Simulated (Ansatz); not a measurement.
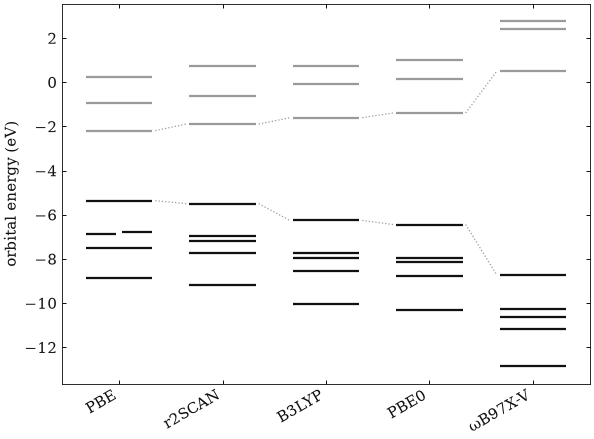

Frontier orbital energies of C₄H₇Al, SMILES C[C]1([AlH2])C=C1, singlet at one geometry, def2-TZVPP, the Ansatz code 0.2.0, at a PBE0-D4/def2-TZVP geometry (no frequency check). Empty levels are grey, levels within 0.1 eV stand side by side; all columns show the same few orbitals around the gap. Dotted lines join the HOMOs and the LUMOs.

Question: How do the frontier levels move from column to column?

Answer: The separation grows from 3.17 eV (PBE) to 9.22 eV (ωB97X-V).

| level | HOMO (eV) | LUMO (eV) | separation (eV) |
| --- | --- | --- | --- |
| PBE | −5.37 | −2.19 | 3.17 |
| r2SCAN | −5.50 | −1.90 | 3.60 |
| B3LYP | −6.26 | −1.61 | 4.65 |
| PBE0 | −6.44 | −1.39 | 5.05 |
| ωB97X-V | −8.72 | 0.50 | 9.22 |

Limits of at least one run: empty levels above zero depend strongly on the basis.
